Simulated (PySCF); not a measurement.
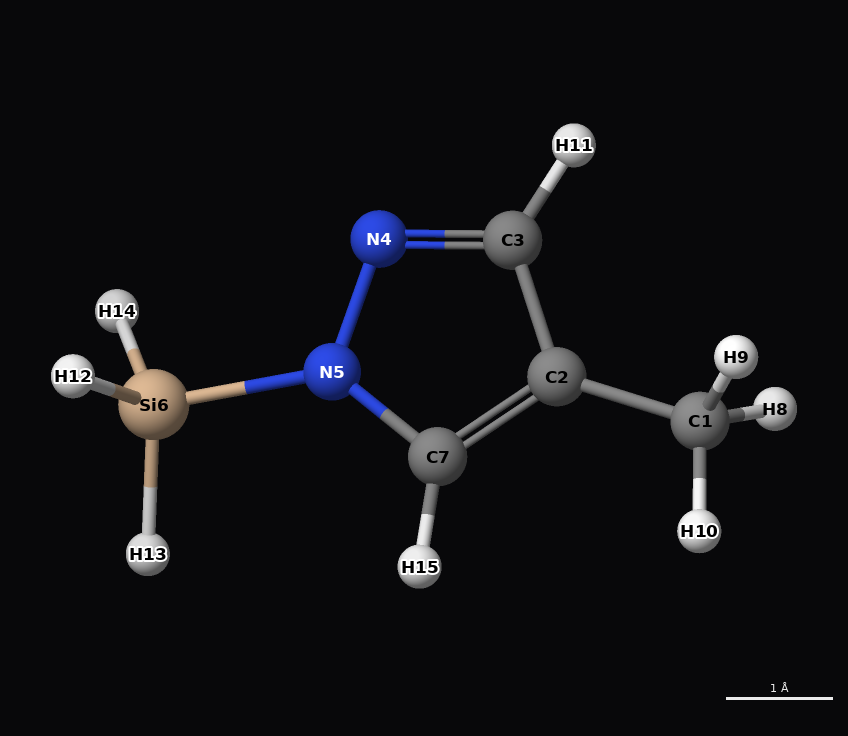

The atoms are numbered. The geometry was computed by an optimisation with GFN2-xTB. No frequency run is at hand to confirm it as a minimum.

List the bonds and their lengths.

| bond | length (Å) | order |
| --- | --- | --- |
| C1–C2 | 1.488 | single |
| C1–H8 | 1.090 | single |
| C1–H9 | 1.089 | single |
| C1–H10 | 1.087 | single |
| C2–C3 | 1.413 | aromatic |
| C2–C7 | 1.371 | aromatic |
| C3–N4 | 1.311 | aromatic |
| C3–H11 | 1.073 | single |
| N4–N5 | 1.344 | aromatic |
| N5–Si6 | 1.753 | single |
| N5–C7 | 1.357 | aromatic |
| Si6–H12 | 1.464 | single |
| Si6–H13 | 1.464 | single |
| Si6–H14 | 1.454 | single |
| C7–H15 | 1.071 | single |
